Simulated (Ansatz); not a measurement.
**Pressure series in HfO2**

Take HfO₂ in the fluorite structure (space group Fm-3m, No. 225; a = 5.0585 Å) as the base.

Cell and atoms are relaxed at each pressure.

Method: r2SCAN (Ansatz, a program for electronic structure), no spin-orbit coupling.

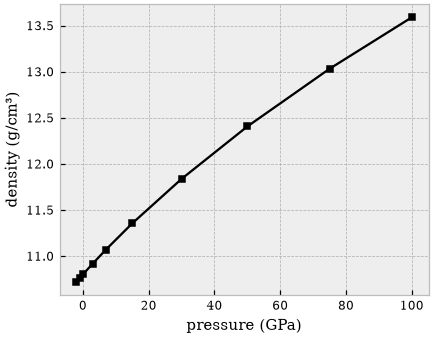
Density against pressure

```csv
pressure (GPa),density
-2,10.72 g/cm³
-1,10.76 g/cm³
3,10.92 g/cm³
7,11.07 g/cm³
15,11.35 g/cm³
30,11.84 g/cm³
50,12.41 g/cm³
75,13.03 g/cm³
100,13.59 g/cm³
```

Load acts through the strain it causes; cell and atoms are relaxed under it. Whether these cells are dynamically stable was not tested. No other phases were tried under pressure. This is not the structure that HfO2 has at room temperature and ambient pressure.
